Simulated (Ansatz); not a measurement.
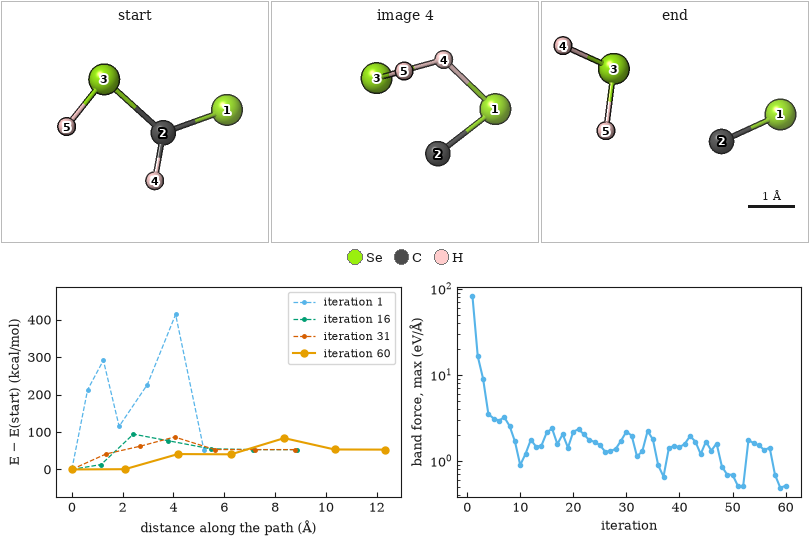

NEB run on CH$_{2}$Se$_{2}$. Images are numbered from 0 (start) to 6 (end). The plot follows the band through its iterations. Style: ball-and-stick. Shown at a tilt.

Method: RKS r2SCAN-D4/def2-SVP in Ansatz.

Input file:
```yaml
crystal:
  periodic: [false, false, false]
  atoms:
    - { symbol: Se, position_ang: [-0.432256, -2.120224, -0.537281] }
    - { symbol: C, position_ang: [-0.116051, -0.510215, 0.108501] }
    - { symbol: Se, position_ang: [0.261606, 0.992168, -0.942613] }
    - { symbol: H, position_ang: [-0.124927, -0.299092, 1.188427] }
    - { symbol: H, position_ang: [0.411618, 1.937372, 0.182977] }
basis:
  gaussian: { orbitals: def2-SVP }
hamiltonian:
  xc: r2scan
  dispersion: d4
neb:
  order_check: false
  images: 5
  f_tol: 0.05
  max_iterations: 60
  final_atoms:
    - { symbol: Se, position_ang: [-0.64646302, -2.93127845, -1.23850602] }
    - { symbol: C, position_ang: [-0.31990173, -1.28751444, -1.35003467] }
    - { symbol: Se, position_ang: [0.31443371, 0.73091044, 0.95969826] }
    - { symbol: H, position_ang: [0.48440668, 1.89709696, 1.84697679] }
    - { symbol: H, position_ang: [0.16751436, 1.5907945, -0.21812335] }
  initial_path:
    images:
      - { positions_ang: [[-0.432256, -2.120224, -0.537281], [-0.116051, -0.510215, 0.108501], [0.261606, 0.992168, -0.942613], [-0.124927, -0.299092, 1.188427], [0.411618, 1.937372, 0.182977]] }
      - { positions_ang: [[-0.43226082, -2.09617641, -0.42760566], [-0.08878684, -0.4774754, -0.16304693], [0.23746216, 1.01121364, -0.48101466], [-0.15025591, -0.3982115, 1.15452099], [0.43383141, 1.96065866, -0.08284274]] }
      - { positions_ang: [[-0.43226564, -2.07212881, -0.31793032], [-0.06152267, -0.4447358, -0.43459487], [0.21331831, 1.03025928, -0.01941632], [-0.17558481, -0.49733099, 1.12061498], [0.45604481, 1.98394532, -0.34866248]] }
      - { positions_ang: [[-0.43227046, -2.04808122, -0.20825497], [-0.03425851, -0.4119962, -0.7061428], [0.18917447, 1.04930492, 0.44218202], [-0.20091372, -0.59645049, 1.08670897], [0.47825822, 2.00723199, -0.61448222]] }
      - { positions_ang: [[-0.50366798, -2.3424803, -0.55167199], [-0.12947292, -0.70383561, -0.92077342], [0.23092755, 0.94317343, 0.61468743], [0.02752642, 0.23473199, 1.34013158], [0.37467693, 1.86841949, -0.4823626]] }
      - { positions_ang: [[-0.5750655, -2.63687937, -0.89508901], [-0.22468733, -0.99567503, -1.13540405], [0.27268063, 0.83704193, 0.78719285], [0.25596655, 1.06591448, 1.59355418], [0.27109564, 1.72960699, -0.35024297]] }
      - { positions_ang: [[-0.64646302, -2.93127845, -1.23850602], [-0.31990173, -1.28751444, -1.35003467], [0.31443371, 0.73091044, 0.95969826], [0.48440668, 1.89709696, 1.84697679], [0.16751436, 1.5907945, -0.21812335]] }
```

Launched with:
```bash
ansatz run input.yaml --threads 2 --pin off --max-ram 3072MiB --backend cpu --events-out ev --progress --plain --runs-dir out
```

How did the profile develop, and is the result final?

Answer. The result isn't final. The band hadn't converged when the run stopped after 60 iterations. The largest component of the band force went from 82 to 0.51 eV/Å. The barrier read from it is provisional: over the last two iterations the highest image moved from 85.3 kcal/mol to 83.7 kcal/mol. The first iteration put the highest image at 414.1 kcal/mol. Forward barrier 83.7 kcal/mol, backward barrier 30.7 kcal/mol, with image 4 at the top; the reaction energy is +53.0 kcal/mol.

The run took 9.7 min on 2 threads of Arm Neoverse V2, on a shared host, peak memory 0.17 GiB.
